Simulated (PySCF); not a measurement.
System: C4H7ClO2Si (SMILES O=COC/C=C\[SiH2]Cl).

```yaml
atoms:
  - { symbol: O, position_ang: [-0.8536, 1.6462, -0.5533] }
  - { symbol: C, position_ang: [-1.9081, 1.1238, -0.3419] }
  - { symbol: O, position_ang: [-2.1371, 0.0657, 0.4081] }
  - { symbol: C, position_ang: [-0.9886, -0.5518, 1.0223] }
  - { symbol: C, position_ang: [-0.2187, -1.3431, 0.0092] }
  - { symbol: C, position_ang: [0.9506, -0.9939, -0.5067] }
  - { symbol: Si, position_ang: [2.0177, 0.5276, -0.1619] }
  - { symbol: Cl, position_ang: [2.3428, 1.4024, -1.9421] }
  - { symbol: H, position_ang: [-2.8692, 1.4812, -0.7509] }
  - { symbol: H, position_ang: [-0.3642, 0.2233, 1.4714] }
  - { symbol: H, position_ang: [-1.4051, -1.2004, 1.7960] }
  - { symbol: H, position_ang: [-0.7326, -2.2354, -0.3309] }
  - { symbol: H, position_ang: [1.3654, -1.6609, -1.2555] }
  - { symbol: H, position_ang: [3.2970, 0.0118, 0.3390] }
  - { symbol: H, position_ang: [1.4993, 1.5113, 0.7754] }
```

Geometry: GFN2-xTB.

Method: PySCF 2.14.0, PBE0/pcSseg-1, SCF density, gas phase, non-relativistic.

Q: What can the converged electron density and electron localisation function tell about the bonding?

A: C–C (1.32 Å): ρ is about 2.3 e/Å³ halfway; the ELF peaks at about 0.90 between the atoms (a multiple bond).
C–Si (1.89 Å): ρ at the midpoint is about 0.93 e/Å³; the ELF peaks at about 0.95 between the atoms, as expected for a shared electron pair.
C–H (1.08 Å): ρ is about 2 e/Å³ halfway; the ELF climbs to about 1 towards the hydrogen, as it does in any bond to H; a covalent bond by its length.

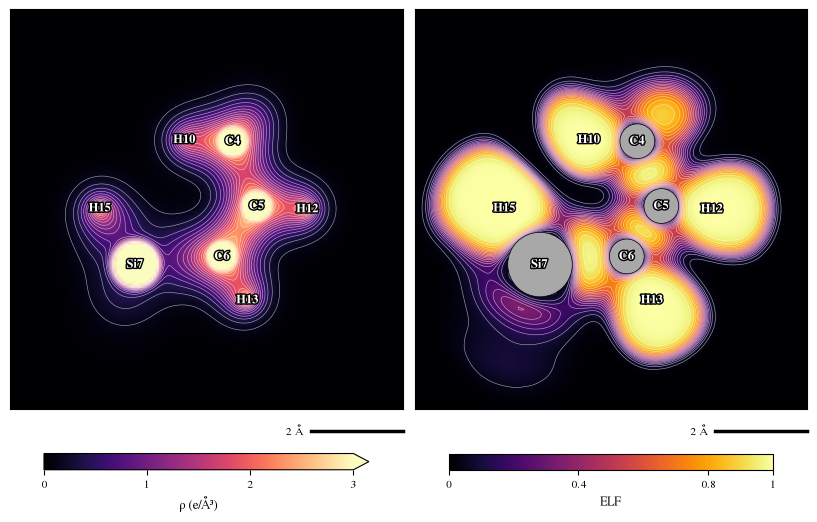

Computed electron density and electron localisation function on the plane of atoms Si7, C6 and H13, in this order. Grey discs cover the atomic cores in the ELF map. 
